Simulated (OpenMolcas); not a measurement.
# Os⁴⁺ with 2 ligands (chloride): CASSCF and CASPT2 levels and susceptibility

Aim: the ligand-field states of Os⁴⁺ in this surrounding, its lowest levels with spin-orbit coupling and its magnetic susceptibility.

Program: OpenMolcas 26.06. Level of theory: state-averaged CASSCF and CASPT2, spin-orbit coupling by RASSI with atomic mean-field integrals. These are calculated values, not measurements, unless marked.

## (1) The atom as given

| Item | Value |
| --- | --- |
| Species | Os⁴⁺ (osmium, Z = 76, 72 electrons) |
| Basis | ANO-RCC-VDZP [7s6p4d2f1g], 104 functions with the ligands |
| Scalar Hamiltonian | DKH2, point nucleus |
| Inactive shells | 1s 2s 2p 3s 3p 3d 4s 4p 4d 4f 5s 5p of the metal, and all ligand shells |
| Active space | 4 electrons in 5 orbitals (5d) |
| Some configurations of this space | 5d4 |
| Orbitals | optimised for each spin and parity, averaged over all roots |

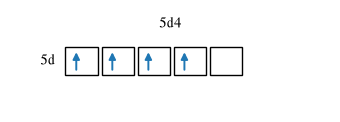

The shells outside the core, filled by Hund's rule for the drawing.

Os⁴⁺ is taken with 2 ligands (chloride) in linear coordination (D∞h) at 2.03 Å. Ligand basis ANO-RCC-VDZP. The distances are assumed, not relaxed.

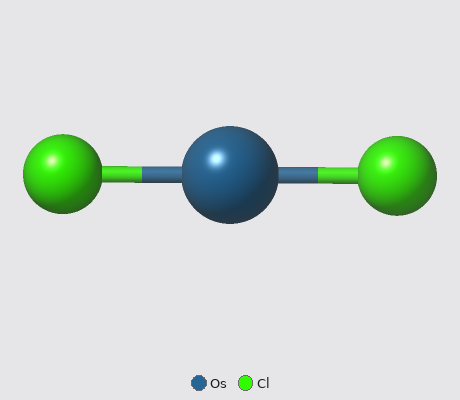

The cluster treated with basis functions (osmium blue, chlorine green).

```xyz
3

Os    0.0000    0.0000    0.0000
Cl    0.0000    0.0000    2.0300
Cl    0.0000    0.0000   -2.0300
```

Each step is its own input file, run in one work folder so that later steps find the files of earlier ones. Labels, J, g values, rates, χT and fits are worked out afterwards by a script from the matrices that RASSI stores.

## (2) Basis and integrals

a.inp reads:

```
&GATEWAY
Coord
3

Os 0.0 0.0 0.0
Cl 0.000000 0.000000 2.030000
Cl 0.000000 0.000000 -2.030000
Basis=Os.ANO-RCC-VDZP,Cl.ANO-RCC-VDZP
Group=XYZ
NoMove
AngMom=0.0 0.0 0.0
AMFI
RICD
&SEWARD
```

Launch:

```sh
> OMP_NUM_THREADS=1 MOLCAS_MEM=2457 MOLCAS_PROJECT=a pymolcas a.inp > a.log
```

The program printed:

```text
Basis set label: OS.ANO-RCC...7S6P4D2F1G.

      Electronic valence basis set:
      ------------------
      Associated Effective Charge  76.000000 au
      Associated Actual Charge     76.000000 au
      Nuclear Model: Point charge

      Shell  nPrim  nBasis  Cartesian Spherical Contaminant
         s      24       7        X
         p      21       6        X
         d      15       4                 X
         f      11       2                 X
         g       4       1                 X
                  Relativistic Douglas-Kroll-Hess integrals:
                    - DKH order of Hamiltonian: 2
                    - DKH order of Properties : 0
                  Atomic mean-field integrals
```

## (3) Reference wave functions, quintets of even parity, 5 roots

a.inp reads:

```
&RASSCF
FileOrb=start.orb
Symmetry=1
Spin=5
nActEl=4 0 0
Inactive=24 28
Ras2=5 0
CIRoot=5 5 1
SDav=5
CIMx=300
Iter=150 100
PrWF=0.3
OrbListing=Nothing
MaxOrb=0
LevShft=1.0
>>> COPY $Project.JobIph JOB001
```

Launch:

```sh
> OMP_NUM_THREADS=1 MOLCAS_MEM=2457 MOLCAS_PROJECT=a pymolcas a.inp > a.log
```

start.orb holds start orbitals that the driver prepared beforehand, or those of the step before.

The program printed (excerpt; [...] marks lines left out):

```text
[...]
      Number of active orbitals                  5
[...]
      Spin quantum number                      2.0
[...]
      Active orbitals                            5   0
[...]
      Number of CSFs                             5
      Number of root(s) required                 5
[...]
      Convergence after 19 iterations
[...]
      Natural orbitals and occupation numbers for root  1
      sym 1:   1.000000  -0.000000   1.000000   1.000000   1.000000
      Natural orbitals and occupation numbers for root  2
      sym 1:   1.000000   1.000000   1.000000   0.000000   1.000000
      Natural orbitals and occupation numbers for root  3
      sym 1:   1.000000   1.000000  -0.000000   1.000000   1.000000
::    RASSCF root number  1 Total energy: -18158.55720745
::    RASSCF root number  2 Total energy: -18158.55720745
::    RASSCF root number  3 Total energy: -18158.50976785
::    RASSCF root number  4 Total energy: -18158.42763236
::    RASSCF root number  5 Total energy: -18158.42763236
```

## (4) Reference wave functions, triplets of even parity, 45 roots

a.inp reads:

```
&RASSCF
FileOrb=start.orb
Symmetry=1
Spin=3
nActEl=4 0 0
Inactive=24 28
Ras2=5 0
CIRoot=45 45 1
SDav=45
CIMx=300
Iter=150 100
PrWF=0.3
OrbListing=Nothing
MaxOrb=0
LevShft=1.0
>>> COPY $Project.JobIph JOB002
```

Launch:

```sh
> OMP_NUM_THREADS=1 MOLCAS_MEM=2457 MOLCAS_PROJECT=a pymolcas a.inp > a.log
```

The program printed (excerpt; [...] marks lines left out):

```text
[...]
      Number of active orbitals                  5
[...]
      Spin quantum number                      1.0
[...]
      Active orbitals                            5   0
[...]
      Number of CSFs                            45
      Number of root(s) required                45
[...]
      Convergence after 13 iterations
[...]
      Natural orbitals and occupation numbers for root  1
      sym 1:   1.181242   0.264129   0.635237   0.737001   1.182391
      Natural orbitals and occupation numbers for root  2
      sym 1:   1.181242   0.737001   0.635237   0.264129   1.182391
      Natural orbitals and occupation numbers for root  3
      sym 1:   1.384278   0.506567   0.218311   0.506567   1.384278
::    RASSCF root number  1 Total energy: -18158.51632549
::    RASSCF root number  2 Total energy: -18158.51632549
::    RASSCF root number  3 Total energy: -18158.51124933
[...]
::    RASSCF root number 27 Total energy: -18158.38823606
::    RASSCF root number 28 Total energy: -18158.38823606
::    RASSCF root number 29 Total energy: -18158.38625314
::    RASSCF root number 30 Total energy: -18158.38625314
```

## (5) Reference wave functions, singlets of even parity, 50 roots

a.inp reads:

```
&RASSCF
FileOrb=start.orb
Symmetry=1
Spin=1
nActEl=4 0 0
Inactive=24 28
Ras2=5 0
CIRoot=50 50 1
SDav=50
CIMx=300
Iter=150 100
PrWF=0.3
OrbListing=Nothing
MaxOrb=0
LevShft=1.0
>>> COPY $Project.JobIph JOB003
```

The program printed (excerpt; [...] marks lines left out):

```text
[...]
      Number of active orbitals                  5
[...]
      Spin quantum number                      0.0
[...]
      Active orbitals                            5   0
[...]
      Number of CSFs                            50
      Number of root(s) required                50
[...]
      Convergence after 12 iterations
[...]
      Natural orbitals and occupation numbers for root  1
      sym 1:   1.386820   0.500340   0.225679   0.500340   1.386820
      Natural orbitals and occupation numbers for root  2
      sym 1:   1.386820   0.500340   0.225679   0.500340   1.386820
      Natural orbitals and occupation numbers for root  3
      sym 1:   1.464535   0.072038   0.926853   0.072038   1.464535
::    RASSCF root number  1 Total energy: -18158.49324342
::    RASSCF root number  2 Total energy: -18158.49324342
::    RASSCF root number  3 Total energy: -18158.47803663
[...]
::    RASSCF root number 27 Total energy: -18158.40080187
::    RASSCF root number 28 Total energy: -18158.36175656
::    RASSCF root number 29 Total energy: -18158.36175656
::    RASSCF root number 30 Total energy: -18158.35722287
```

## (6) RASSI: spin-orbit coupling between the states

a.inp reads:

```
&RASSI
NrOfJobIphs=3 5 45 50
1 2 3 4 5
1 2 3 4 5 6 7 8 9 10 11 12 13 14 15 16 17 18 19 20 21 22 23 24 25 26 27
28 29 30 31 32 33 34 35 36 37 38 39 40 41 42 43 44 45
1 2 3 4 5 6 7 8 9 10 11 12 13 14 15 16 17 18 19 20 21 22 23 24 25 26 27
28 29 30 31 32 33 34 35 36 37 38 39 40 41 42 43 44 45 46 47 48 49 50
IphNames
JOB001
JOB002
JOB003
EJob
SpinOrbit
DIPRint=1.0
SOCoupling=1000.0
Subsets=2
Property=9
'ANGMOM' 1 'ANGMOM' 2 'ANGMOM' 3 'MLTPL  1' 1 'MLTPL  1' 2 'MLTPL  1' 3
'AMFI' 1 'AMFI' 2 'AMFI' 3
SOProperty=3
'ANGMOM' 1 'ANGMOM' 2 'ANGMOM' 3
```

Launch:

```sh
> OMP_NUM_THREADS=1 MOLCAS_MEM=2457 MOLCAS_PROJECT=a pymolcas a.inp > a.log
```

The program printed (excerpt; [...] marks lines left out):

```text
SPIN-FREE ENERGIES:
  (Shifted by EMIN (a.u.) =     -18158.5572074517)
 SF State       Relative EMIN(au)   Rel lowest level(eV)    D:o, cm**(-1)      Abs_M
     1             0.0000000000        0.0000000000              0.0000         1.0
     2             0.0000000000        0.0000000000              0.0000         1.0
     6             0.0408819638        1.1124549085           8972.5539         1.0
     7             0.0408819638        1.1124549085           8972.5539         1.0
     8             0.0459581194        1.2505841371          10086.6413         3.0
     9             0.0459581194        1.2505841371          10086.6413         3.0
     3             0.0474395995        1.2908972652          10411.7886         0.0
    10             0.0514196039        1.3991987014          11285.2986         1.0
    11             0.0514196039        1.3991987014          11285.2986         1.0
    12             0.0558940072        1.5209534201          12267.3166         2.0
[...]
Eigenvalues of complex Hamiltonian:
   -----------------------------------
  (Shifted by EMIN (a.u.) =     -18158.5572074517)
 SO State       Relative EMIN(au)   Rel lowest level(eV)    D:o, cm**(-1)      Omega
     1            -0.0188929408        0.0000000000              0.0000         0.0
     2            -0.0133026694        0.1521190319           1226.9227         1.0
     3            -0.0133026694        0.1521190320           1226.9227         1.0
     4            -0.0126414025        0.1701130218           1372.0541         0.0
     5            -0.0095867974        0.2532330614           2042.4624         1.0
     6            -0.0095867974        0.2532330614           2042.4624         1.0
     7            -0.0058658623        0.3544848641           2859.1132         2.0
     8            -0.0058658623        0.3544848641           2859.1132         2.0
     9            -0.0017974086        0.4651931275           3752.0356         3.0
    10            -0.0017974086        0.4651931275           3752.0356         3.0
    11             0.0125002387        0.8542519316           6890.0065         2.0
[...]
```

These steps: 34 s of run time, 1 thread of Arm Neoverse V2, shared host.

Spin-free states, with their symmetry labels:

```
 state  degeneracy  E (cm-1)
   5Pi           2         0
   3Pi           2      8973
  3Phi           2     10087
5Sigma           1     10412
   3Pi           2     11285
3Delta           2     12267
  1Phi           2     14038
    3H           2     16348
3Sigma           1     16384
1Sigma           1     17376
   1Pi           2     17404
  3Phi           2     18400
    1H           2     19150
3Delta           2     21840
  1Phi           2     22301
1Gamma           2     22642
   3Pi           2     22834
3Gamma           2     23159
3Sigma           1     23344
3Sigma           1     23676
    1I           2     26163
   3Pi           2     26363
   1Pi           2     27034
1Delta           2     27278
```

With spin-orbit coupling:

```
E (cm-1)  Degeneracy  2S+1               g
     0.0           1     5                
    1227           2     5  0.00 0.00 3.36
    1372           1     5                
    2042           2     5  0.00 0.00 4.59
    2859           2     5  0.00 0.00 5.96
    3752           2     5  0.00 0.00 9.54
    6890           2     3  0.00 0.00 6.10
    9219           2     3  0.00 0.00 6.78
    9729           2     3  0.00 0.00 2.53
   11173           1     3                
   12070           2     3  0.00 0.00 9.96
   12444           1     5                
   13232           2     3  0.00 0.00 2.80
   13241           2     3  0.00 0.00 5.27
   13293           1     3                
   13817           2     3  0.00 0.00 4.48
   14103           2     3  0.00 0.00 2.55
   14312           2     3  0.00 0.00 7.55
   14825           1     3                
   15529           2     3  0.00 0.00 4.85
   16846           2     3  0.00 0.00 7.11
   16989           2     3  0.00 0.00 5.15
   17949           1     3                
   18127           2     3  0.00 0.00 1.01
```

The table of states holds 24 of 58 computed; the rest, higher up, is left out. Principal g values are given for doublets only; a zero marks a field direction without first-order Zeeman splitting.

Powder χT (cm³ K/mol): 0.00 at 2 K, 0.01 at 5 K, 0.02 at 10 K, 0.04 at 20 K, 0.11 at 50 K, 0.22 at 100 K, 0.33 at 150 K, 0.44 at 200 K, 0.56 at 250 K, 0.67 at 300 K.

The orbitals of the open shell are 49 to 100 % metal; the Mulliken charge of the metal is +1.22 e.

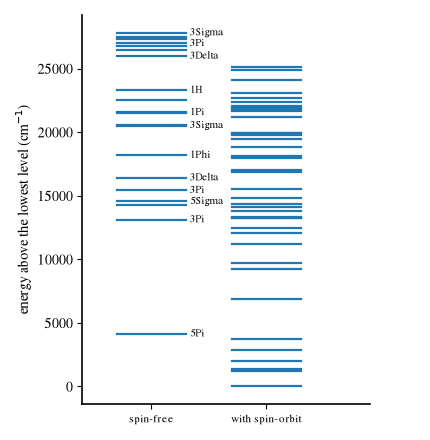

The states in the field without (left) and with (right) spin-orbit coupling.

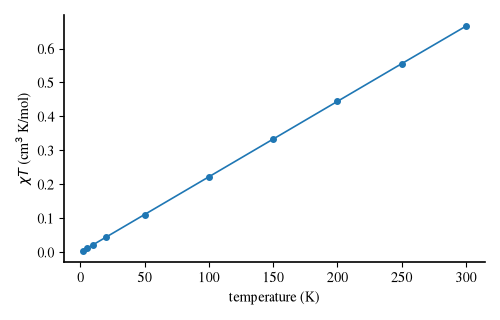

χT against temperature.

## (7) CASPT2: IPEA 0.25, imaginary shift 0.1 (closed shells correlated: 5s 5p of the metal, with ligand shells; the Frozen line counts the rest)

a.inp reads:

```
>>> COPY JOB001 $Project.JobIph
&CASPT2
Multistate=5 1 2 3 4 5
NoMult
Frozen=19 21
IPEA=0.25
Imaginary=0.1
MaxIter=60
WThr=0.0 0.3 0.05
PrWF=0.5
NoMix
>>> COPY JOB002 $Project.JobIph
&CASPT2
Multistate=45 1 2 3 4 5 6 7 8 9 10 11 12 13 14 15 16 17 18 19 20 21 22
23 24 25 26 27 28 29 30 31 32 33 34 35 36 37 38 39 40 41 42 43 44 45
NoMult
Frozen=19 21
IPEA=0.25
Imaginary=0.1
MaxIter=60
WThr=0.0 0.3 0.05
PrWF=0.5
NoMix
>>> COPY JOB003 $Project.JobIph
&CASPT2
Multistate=50 1 2 3 4 5 6 7 8 9 10 11 12 13 14 15 16 17 18 19 20 21 22
23 24 25 26 27 28 29 30 31 32 33 34 35 36 37 38 39 40 41 42 43 44 45 46
47 48 49 50
NoMult
Frozen=19 21
IPEA=0.25
Imaginary=0.1
MaxIter=60
WThr=0.0 0.3 0.05
PrWF=0.5
NoMix
```

The program printed (excerpt; [...] marks lines left out):

```text
[...]
      Active orbitals                            5   0
[...]
      E2 (Variational):          -0.6853825731
      Total energy:          -18159.2425900248
[...]
::    CASPT2 Root  1     Total energy: -18159.24259002
::    CASPT2 Root  2     Total energy: -18159.24259002
[...]
::    CASPT2 Root 27     Total energy: -18159.15386068
::    CASPT2 Root 28     Total energy: -18159.03465018
::    CASPT2 Root 29     Total energy: -18159.03476395
::    CASPT2 Root 30     Total energy: -18159.06573252
```

This run took 65 s in all on 1 thread of Arm Neoverse V2, shared host.

SS-CASPT2: lowest energy less the reference's lowest, -0.7204 hartree; reference weights 0.690 to 0.804, a spread that points to intruder states, a small active space or orbitals unfit for some roots.

States without spin-orbit coupling:

```
 state  degeneracy  E (cm-1)
1Sigma           1         0
3Delta           2      1941
   5Pi           2      7684
3Sigma           1      9720
   3Pi           2     13332
  3Phi           2     13878
   3Pi           2     15199
1Delta           2     15616
1Gamma           2     16088
  1Phi           2     16761
   1Pi           2     19698
    3H           2     23230
  3Phi           2     24489
    1H           2     24746
  1Phi           2     26750
1Sigma           1     27158
   3Pi           2     28005
1Sigma           1     28544
5Sigma           1     29275
   1Pi           2     30492
   3Pi           2     30830
   1Pi           2     35599
3Delta           2     35893
3Sigma           1     38559
```

With spin-orbit coupling:

```csv
E (cm-1),Degeneracy,2S+1,g
0,1,1,
460,2,3,0.00 0.00 8.01
3280,2,3,0.00 0.00 4.15
7450,1,5,
7620,2,5,0.00 0.00 2.66
8080,1,5,
8110,2,3,0.00 0.00 1.48
8790,2,5,0.00 0.00 3.66
9960,2,5,0.00 0.00 5.97
12630,2,5,0.00 0.00 9.81
13170,2,3,0.00 0.00 5.87
13250,1,3,
13700,2,3,0.00 0.00 4.25
14020,2,3,0.00 0.00 6.15
14740,2,3,0.00 0.00 2.00
15370,2,3,0.00 0.00 9.99
16840,2,3,0.00 0.00 4.67
17320,1,3,
17370,2,3,0.00 0.00 4.09
17440,1,3,
17690,2,3,0.00 0.00 2.00
17800,2,1,0.00 0.00 8.03
20600,2,1,0.00 0.00 3.32
21960,1,3,
```

Powder χT (cm³ K/mol): 0.00 at 2 K, 0.00 at 5 K, 0.00 at 10 K, 0.00 at 20 K, 0.00 at 50 K, 0.01 at 100 K, 0.06 at 150 K, 0.15 at 200 K, 0.27 at 250 K, 0.39 at 300 K.

## (8) The methods side by side

A. CASSCF
B. SS-CASPT2, IPEA 0.25, imaginary shift 0.1 (closed shells correlated: 5s 5p of the metal, with ligand shells; the Frozen line counts the rest)

```
method  ground state  first state of that spin (cm-1)  first gap with spin-orbit (cm-1)  χT at 300 K
     A           5Pi                     5Sigma 10410                            1226.9         0.67
     B        1Sigma                     1Delta 15620                             458.9         0.39
```

## (9) What came out

| quantity | value |
| --- | --- |
| method | SS-CASPT2, IPEA 0.25, imaginary shift 0.1 (closed shells correlated: 5s 5p of the metal, with ligand shells; the Frozen line counts the rest) |
| spin-free ground state | 1Sigma, 1-fold in its orbital part |
| first state of the same spin within the active space | 1Delta at 15600 cm⁻¹ |
| lowest level | 1-fold |
| next level | 458.9 cm⁻¹ |
| χT at 300 K | 0.39 cm³ K/mol |
| effective moment at 300 K | 1.77 μB |

Cost by method:

```
                                              method  time of its own steps  time with the reference
                                           A. CASSCF                   34 s                     34 s
B. SS-CASPT2, IPEA 0.25, imaginary shift 0.1, +5s 5p                   65 s                     99 s
```

Times are of one thread on a shared host.

**Reading.** The spin-free ground state (1Sigma) is 1-fold and has less than the highest spin computed. CASPT2 does not keep the components of a term degenerate, and the means are used. Reference weights range from 0.69 to 0.80, which points to intruder states or a small active space for some roots. With metal d orbitals alone active, the gaps between spin states are rough; where two lie within a few thousand cm-1, their order is open. The bonds are covalent and no ligand orbital is active, so the numbers are rough.
